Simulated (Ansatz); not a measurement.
## Carrier doping in LiF

The parent structure is LiF in the rock salt structure (space group Fm-3m, No. 225).

```
LiF
1.0
    0.00000     2.00387     2.00387
    2.00387     0.00000     2.00387
    2.00387     2.00387     0.00000
Li F
1 1
Direct
  0.00000   0.00000   0.00000
  0.50000   0.50000   0.50000
```

Carriers are added at fixed cell with a uniform background; the Fermi–Dirac width is that of 300 K.

Level of theory: PBEsol (Ansatz, a quantum-chemistry and plane-wave program, PAW, no SOC).

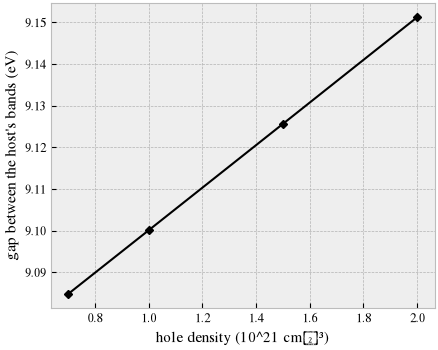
Figure. Gap between the host's bands against hole density

```tsv
hole density (10^21 cm⁻³)	gap between the host's bands
0.7	9.08 eV
1	9.10 eV
1.5	9.13 eV
2	9.15 eV
```

Carriers are added with a uniform compensating background; total energy and stress of such cells depend on the potential's zero and are not compared; many-body gap narrowing is missing at this level. Whether these cells are dynamically stable was not tested.
